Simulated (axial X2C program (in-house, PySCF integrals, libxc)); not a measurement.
# All-electron X2C curves of MgLi⁺

What are the state, bond length, wavenumber and bond energy of MgLi⁺, and what does spin–orbit coupling change?

Method: all-electron X2C, Mg dyall-v3z, Li dyall-v3z; program: an in-house X2C program for linear molecules on PySCF integrals.

All values are calculated.

## Step 1: Set-up

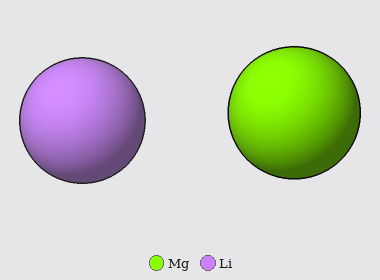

The two atoms at 2.720 Å (magnesium green, lithium purple).

Contents of task.json:

```json
{"zs": [12, 3], "q": 1, "bas": ["dyall-v3z", "dyall-v3z"], "levels": ["PBE0", "HF", "BLYP", "r2SCAN"], "cc": false, "r0": 2.72, "npts": 10, "nst": 2, "ntry": 6}
```

Keys: zs atomic numbers; q charge; bas basis sets; levels methods (HF also brings MP2); cc coupled cluster on or off; r0 starting distance in Å; npts points asked for on the curve; nst determinants followed; ntry starts of the search.

Launch:

```bash
$ python so2c.py task.json out
```

Spin-free means the one-electron spin-free X2C Hamiltonian; two-component (2c) means X2C with spin–orbit coupling and atomic mean-field two-electron Coulomb and Gaunt terms. Basis: Mg dyall-v3z contracted to [9s8p5d3f], Li dyall-v3z contracted to [7s8p2d]; Gaussian nuclei, density fitting. Masses: Mg 23.985 u, Li 7.016 u.

Notation: σ, π±, δ± give the projection m of an orbital's angular momentum (0, ±1, ±2), α and β its spin, Λ and M_S the sums; ω is the projection of a spinor's total angular momentum and Ω the sum. Logs are in hartree.

The results follow Hamiltonian by Hamiltonian and level by level.

## Step 2: State search with PBE0

PBE0 moves the distance from 2.720 Å to 2.899 Å and compares determinants there.

Spin-free determinants:

| ΔE (eV) | state | open shells |
| --- | --- | --- |
| 0.00 | M_S = 0, Λ = 0 | closed shell |
| 2.15 | M_S = 1, Λ = 0 | beyond closed shells: 2 × σα |
| 3.10 | M_S = 1, Λ = 1 | beyond closed shells: σα, π+α |
| 3.81 | M_S = 0, Λ = 1 | beyond closed shells: σα, π+β |
| 7.49 | M_S = 1, Λ = 0 | beyond closed shells: π+α, π-α |

Two-component determinants:

```csv
ΔE (eV),state,open shells
0.00,Ω = 0,closed shell
2.15,Ω = 1,excess of +ω over −ω: 2 × ω = 1/2
3.11,Ω = 2,"excess of +ω over −ω: ω = 1/2, ω = 3/2"
3.81,Ω = 1,"excess of +ω over −ω: ω = -1/2, ω = 3/2"
```

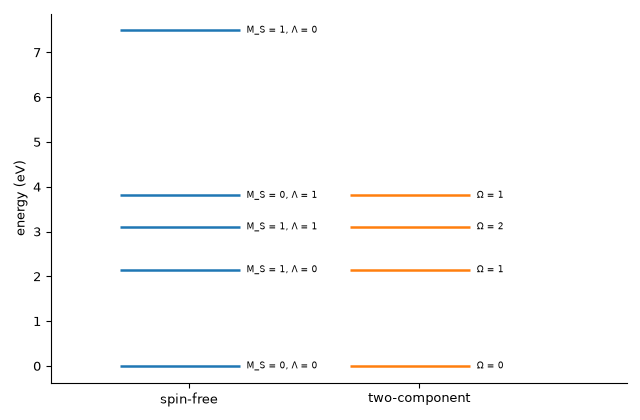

The determinants found, each set from its own lowest.

## Step 3: PBE0, spin-free

State followed: M_S = 0, Λ = 0 (closed shell). The scan is laid around 2.899 Å, a first estimate of the minimum, and this SCF restarts from the orbitals of the search.

The SCF at the reference distance of 2.899 Å:

```text
spin-free X2C-1e  PBE0
basis functions 120  fitting functions 494  grid points 4367
iter        total energy     max residual
   1       -207.576658014     1.11e-05
   2       -207.576658015     5.99e-06
converged
one-electron -299.84832106  Coulomb 103.76603394  exact exchange -4.41786684  xc functional -13.64786645  nuclear repulsion 6.57136240
```

Along the bond, energies from the lowest point:

```
R (Å)  E (eV)  μ (D)  HOMO (eV)  LUMO (eV)  iterations
2.522  0.1397   4.03     -11.01      -6.24           8
2.638  0.0590   4.36     -10.88      -6.25           7
2.725  0.0236   4.62     -10.78      -6.26           7
2.812  0.0050   4.91     -10.69      -6.27           7
2.899  0.0000   5.20     -10.59      -6.28           2
3.001  0.0075   5.57     -10.48      -6.28           8
3.102  0.0261   5.95     -10.37      -6.29           7
3.232  0.0616   6.45     -10.24      -6.30           8
3.392  0.1164   7.11     -10.07      -6.31           7
3.624  0.2072   8.10      -9.84      -6.32           7
```

Dipoles are positive if Li is the positive end and refer to the centre of mass.

Outer orbitals at the reference distance:

```
symmetry  occupied  ε (eV)              atomic character
      σα       yes  -10.59  64% Mg s, 16% Li s, 16% Li p
      σα        no   -6.28  53% Mg p, 30% Li s, 12% Mg s
     π-α        no   -5.36   61% Mg p, 34% Li p, 3% Li d
     π+α        no   -5.36   61% Mg p, 34% Li p, 3% Li d
      σα        no   -4.60  47% Li p, 32% Li s, 16% Mg p
```

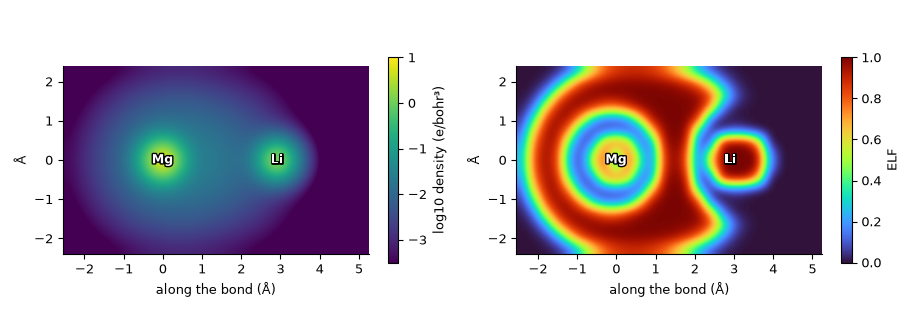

PBE0 fields in a plane through the axis, from a grid of 0.3 Å; Mg lies at z = 0 and Li at z = 2.899 Å; the ELF is damped to zero where the density is low.

Re = 2.893 Å, ωe = 268.4 cm⁻¹, ωexe = 2.44 cm⁻¹, Be = 0.3711 cm⁻¹, De = 0.893 eV, μ = 5.18 D.

## Step 4: HF, spin-free

The SCF at the reference distance of 2.899 Å:

```text
spin-free X2C-1e  HF
basis functions 120  fitting functions 494  grid points 4367
iter        total energy     max residual
   1       -207.182392088     2.85e-02
   2       -207.187716060     2.20e-03
   3       -207.187851707     4.25e-04
   4       -207.187859244     8.58e-05
   5       -207.187859748     2.97e-05
   6       -207.187859810     3.74e-06
   7       -207.187859811     8.29e-07
converged
one-electron -299.84318642  Coulomb 103.78947882  exact exchange -17.70551461  xc functional 0.00000000  nuclear repulsion 6.57136240
```

Re = 2.960 Å, ωe = 256.9 cm⁻¹, ωexe = 2.48 cm⁻¹, Be = 0.3544 cm⁻¹, De = 0.794 eV, μ = 5.29 D.

## Step 5: BLYP, spin-free

The SCF at the reference distance of 2.899 Å:

```text
spin-free X2C-1e  BLYP
basis functions 120  fitting functions 494  grid points 4367
iter        total energy     max residual
   1       -207.714001850     1.78e-02
   2       -207.716390578     2.70e-03
   3       -207.716155505     3.63e-03
   4       -207.716603592     2.21e-04
   5       -207.716604391     9.86e-05
   6       -207.716604513     7.17e-06
   7       -207.716604514     1.67e-06
converged
one-electron -299.86239096  Coulomb 103.77322336  exact exchange 0.00000000  xc functional -18.19879931  nuclear repulsion 6.57136240
```

Re = 2.900 Å, ωe = 257.5 cm⁻¹, ωexe = 2.54 cm⁻¹, Be = 0.3693 cm⁻¹, De = 0.875 eV, μ = 5.41 D.

## Step 6: r2SCAN, spin-free

Output at 2.899 Å:

```text
spin-free X2C-1e  r2SCAN
basis functions 120  fitting functions 494  grid points 4367
iter        total energy     max residual
   1       -207.664050375     9.57e-03
   2       -207.664648552     8.83e-04
   3       -207.664655688     7.06e-04
   4       -207.664663277     1.30e-04
   5       -207.664663821     5.28e-05
   6       -207.664663924     4.69e-06
   7       -207.664663925     4.90e-07
converged
one-electron -299.86574210  Coulomb 103.79173360  exact exchange 0.00000000  xc functional -18.16201782  nuclear repulsion 6.57136240
```

Re = 2.936 Å, ωe = 256.2 cm⁻¹, ωexe = 2.51 cm⁻¹, Be = 0.3602 cm⁻¹, De = 0.794 eV, μ = 5.49 D.

## Step 7: MP2, spin-free

Correlated methods: 2 electrons correlated (frozen shells, counted by type: Mg 2 s, 1 p; Li 1 s), 218 virtual spinors in MP2.

MP2: Re = 2.943 Å, ωe = 258.8 cm⁻¹, Be = 0.3585 cm⁻¹, De = 0.797 eV.

## Step 8: A higher determinant, spin-free

State: M_S = 1, Λ = 0 (beyond closed shells: 2 × σα).

Output at the reference distance:

```text
spin-free X2C-1e  PBE0
basis functions 120  fitting functions 494  grid points 4367
iter        total energy     max residual
   1       -207.497755291     2.13e-06
   2       -207.497755292     6.55e-07
converged
one-electron -299.29805735  Coulomb 103.31800364  exact exchange -4.43034368  xc functional -13.65872030  nuclear repulsion 6.57136240
```

```
R (Å)  E above the lowest PBE0 point (eV)
2.522                               2.655
2.638                               2.450
2.725                               2.328
2.812                               2.228
2.899                               2.147
3.001                               2.072
3.102                               2.016
3.232                               1.965
3.392                               1.930
```

No constants are quoted: the lowest point is the long end of the scan.

## Step 9: The spin-free curves together

Energy (eV) of the followed determinant, spin-free, from each level's lowest point:

```
R (Å)   PBE0     HF    MP2   BLYP  r2SCAN
2.522  0.140  0.189  0.174  0.136   0.165
2.638  0.059  0.091  0.081  0.058   0.076
2.725  0.024  0.044  0.037  0.024   0.035
2.812  0.005  0.016  0.012  0.006   0.010
2.899  0.000  0.002  0.000  0.000   0.000
3.001  0.008  0.000  0.001  0.006   0.002
3.102  0.026  0.011  0.013  0.022   0.015
3.232  0.062  0.037  0.042  0.054   0.043
3.392  0.116  0.083  0.090  0.104   0.090
3.624  0.207  0.164  0.173  0.186   0.171
```

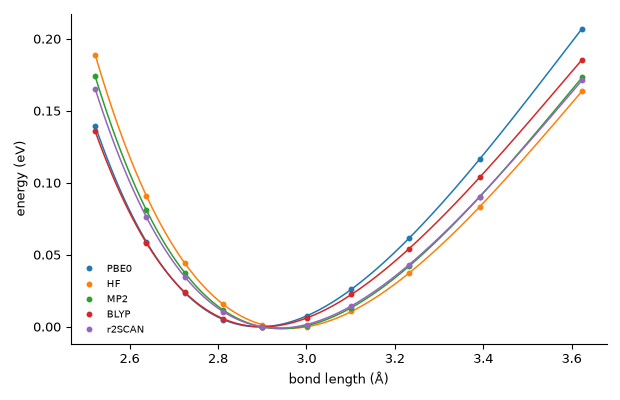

Curves of the followed state, spin-free, each from its own lowest point.

## Step 10: PBE0, 2c

State followed: Ω = 0 (closed shell). The scan is laid around 2.899 Å, a first estimate of the minimum, and this SCF restarts from the orbitals of the search.

The SCF at the reference distance of 2.899 Å:

```text
two-component X2C + atomic mean field  PBE0
basis functions 120  fitting functions 494  grid points 4367
iter        total energy     max residual
   1       -207.555690866     2.54e-06
   2       -207.555690866     1.86e-06
converged
one-electron -299.79120082  Coulomb 103.74812542  exact exchange -4.41720682  xc functional -13.64581796  nuclear repulsion 6.57136240  atomic mean-field constant -0.02095307
```

Along the bond, energies from the lowest point:

```
R (Å)  E (eV)  μ (D)  HOMO (eV)  LUMO (eV)  iterations
2.522  0.1398   4.03     -11.00      -6.24           8
2.638  0.0591   4.36     -10.88      -6.25           7
2.725  0.0236   4.62     -10.78      -6.26           7
2.812  0.0050   4.91     -10.69      -6.27           7
2.899  0.0000   5.20     -10.59      -6.28           2
3.001  0.0075   5.57     -10.48      -6.28           8
3.102  0.0261   5.95     -10.37      -6.29           7
3.232  0.0615   6.45     -10.24      -6.30           8
3.392  0.1163   7.11     -10.07      -6.30           7
3.624  0.2071   8.10      -9.84      -6.32           7
```

Dipoles are positive if Li is the positive end and refer to the centre of mass.

Outer spinors at the reference distance:

```csv
ω,occupied,ε (eV),atomic character,λ mixture
1/2,yes,-10.59,"64% Mg s, 16% Li s, 16% Li p",100% σ
1/2,no,-6.28,"53% Mg p, 30% Li s, 12% Mg s",100% σ
1/2,no,-5.37,"62% Mg p, 34% Li p, 3% Li d",100% π
3/2,no,-5.36,"61% Mg p, 34% Li p, 3% Li d",100% π
1/2,no,-4.60,"47% Li p, 32% Li s, 16% Mg p",100% σ
```

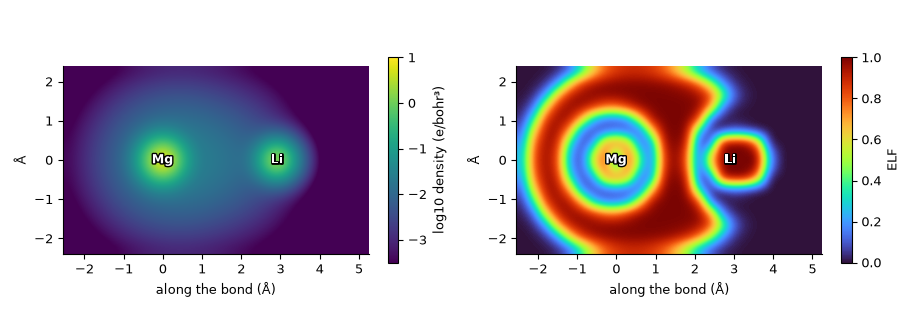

PBE0 fields in a plane through the axis, from a grid of 0.3 Å; Mg lies at z = 0 and Li at z = 2.899 Å; the ELF is damped to zero where the density is low.

Re = 2.893 Å, ωe = 268.4 cm⁻¹, ωexe = 2.44 cm⁻¹, Be = 0.3711 cm⁻¹, De = 0.893 eV, μ = 5.18 D.

## Step 11: HF, 2c

The SCF at the reference distance of 2.899 Å:

```text
two-component X2C + atomic mean field  HF
basis functions 120  fitting functions 494  grid points 4367
iter        total energy     max residual
   1       -207.161493361     2.85e-02
   2       -207.166815792     2.20e-03
   3       -207.166951463     4.25e-04
   4       -207.166959003     8.59e-05
   5       -207.166959508     2.97e-05
   6       -207.166959570     3.74e-06
   7       -207.166959571     8.31e-07
converged
one-electron -299.78616180  Coulomb 103.77167836  exact exchange -17.70288546  xc functional 0.00000000  nuclear repulsion 6.57136240  atomic mean-field constant -0.02095307
```

Re = 2.960 Å, ωe = 256.8 cm⁻¹, ωexe = 2.48 cm⁻¹, Be = 0.3544 cm⁻¹, De = 0.794 eV, μ = 5.30 D.

## Step 12: BLYP, 2c

The SCF at the reference distance of 2.899 Å:

```text
two-component X2C + atomic mean field  BLYP
basis functions 120  fitting functions 494  grid points 4367
iter        total energy     max residual
   1       -207.692964022     1.78e-02
   2       -207.695352664     2.69e-03
   3       -207.695118099     3.63e-03
   4       -207.695565281     2.20e-04
   5       -207.695566074     9.85e-05
   6       -207.695566197     7.20e-06
   7       -207.695566198     1.68e-06
converged
one-electron -299.80537782  Coulomb 103.75543773  exact exchange 0.00000000  xc functional -18.19603543  nuclear repulsion 6.57136240  atomic mean-field constant -0.02095307
```

Re = 2.900 Å, ωe = 257.5 cm⁻¹, ωexe = 2.54 cm⁻¹, Be = 0.3692 cm⁻¹, De = 0.875 eV, μ = 5.41 D.

## Step 13: r2SCAN, 2c

Output at 2.899 Å:

```text
two-component X2C + atomic mean field  r2SCAN
basis functions 120  fitting functions 494  grid points 4367
iter        total energy     max residual
   1       -207.643063781     9.56e-03
   2       -207.643661910     8.87e-04
   3       -207.643669086     7.08e-04
   4       -207.643676633     1.30e-04
   5       -207.643677171     5.28e-05
   6       -207.643677274     4.70e-06
   7       -207.643677275     4.89e-07
converged
one-electron -299.80872745  Coulomb 103.77394712  exact exchange 0.00000000  xc functional -18.15930626  nuclear repulsion 6.57136240  atomic mean-field constant -0.02095307
```

Re = 2.937 Å, ωe = 256.2 cm⁻¹, ωexe = 2.51 cm⁻¹, Be = 0.3601 cm⁻¹, De = 0.794 eV, μ = 5.49 D.

## Step 14: Correlated methods, 2c

Correlated methods: 2 electrons correlated (frozen shells, counted by type: Mg 2 s, 1 p; Li 1 s), 218 virtual spinors in MP2.

MP2: Re = 2.943 Å, ωe = 258.8 cm⁻¹, Be = 0.3585 cm⁻¹, De = 0.797 eV.

## Step 15: A higher determinant, 2c

State: Ω = 1 (excess of +ω over −ω: 2 × ω = 1/2).

Output at the reference distance:

```text
two-component X2C + atomic mean field  PBE0
basis functions 120  fitting functions 494  grid points 4367
iter        total energy     max residual
   1       -207.476775165     1.37e-06
   2       -207.476775165     4.66e-07
converged
one-electron -299.24092780  Coulomb 103.30010826  exact exchange -4.42968634  xc functional -13.65667861  nuclear repulsion 6.57136240  atomic mean-field constant -0.02095307
```

```
R (Å)  E above the lowest PBE0 point (eV)
2.522                               2.656
2.638                               2.451
2.725                               2.329
2.812                               2.229
2.899                               2.147
3.001                               2.073
3.102                               2.016
3.232                               1.966
3.392                               1.930
```

No constants are quoted: the lowest point is the long end of the scan.

## Step 16: The 2c curves together

Energy (eV) of the followed determinant, 2c, from each level's lowest point:

```
R (Å)   PBE0     HF    MP2   BLYP  r2SCAN
2.522  0.140  0.189  0.174  0.136   0.166
2.638  0.059  0.091  0.081  0.058   0.076
2.725  0.024  0.044  0.037  0.024   0.035
2.812  0.005  0.016  0.012  0.006   0.010
2.899  0.000  0.002  0.000  0.000   0.000
3.001  0.008  0.000  0.001  0.006   0.002
3.102  0.026  0.011  0.013  0.022   0.014
3.232  0.062  0.037  0.042  0.054   0.043
3.392  0.116  0.083  0.090  0.104   0.090
3.624  0.207  0.164  0.173  0.186   0.171
```

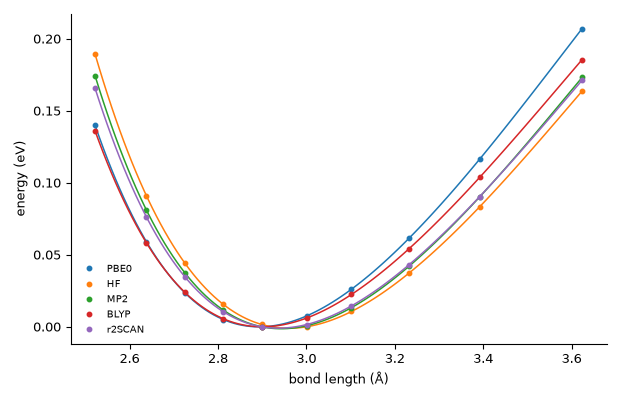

Curves of the followed state, 2c, each from its own lowest point.

The whole job took 29 s on 1 thread, shared host.

## Step 17: Results

Lowest determinant that the search found at its distance, spin-free: M_S = 0, Λ = 0 (closed shell).

Lowest determinant that the search found at its distance, 2c: Ω = 0 (closed shell).

| Hamiltonian | level | Re (Å) | ωe (cm⁻¹) | De (eV) | μ (D) |
| --- | --- | --- | --- | --- | --- |
| spin-free | PBE0 | 2.893 | 268.4 | 0.893 | 5.18 |
| spin-free | HF | 2.960 | 256.9 | 0.794 | 5.29 |
| spin-free | MP2 | 2.943 | 258.8 | 0.797 | n/a |
| spin-free | BLYP | 2.900 | 257.5 | 0.875 | 5.41 |
| spin-free | r2SCAN | 2.936 | 256.2 | 0.794 | 5.49 |
| 2c | PBE0 | 2.893 | 268.4 | 0.893 | 5.18 |
| 2c | HF | 2.960 | 256.8 | 0.794 | 5.30 |
| 2c | MP2 | 2.943 | 258.8 | 0.797 | n/a |
| 2c | BLYP | 2.900 | 257.5 | 0.875 | 5.41 |
| 2c | r2SCAN | 2.937 | 256.2 | 0.794 | 5.49 |

Dipoles are positive if Li is the positive end and refer to the centre of mass.

Time per point (s) on 1 thread, shared host (2c runs); the times are rough: PBE0 0.15, HF 0.072, MP2 0.083, BLYP 0.16, r2SCAN 0.29.

What this shows: At MP2, going from spin-free to two-component changes Re by 0 mÅ, ωe by 0.0 %; the spin-free picture holds up (part of it comes from the scalar share of the two-electron terms). De moves by 0.00 eV; both De rest on single-determinant atoms, which can miss part of an open shell's spin–orbit lowering.

De refers to Mg + Li+, each in the lowest determinant found, which need not be this curve's own limit. Each curve is one determinant whose occupation by symmetry is held fixed; it was picked as the lowest of a PBE0 search that is not exhaustive. Closed shells are restricted here (equal orbitals for both partners), which fails at long range if the bond breaks into open shells. Dissociation energies refer to the lowest single-determinant-based atoms at the same level and basis. The meta-GGAs lack a current-density term, which matters for open shells with orbital currents, atoms included.
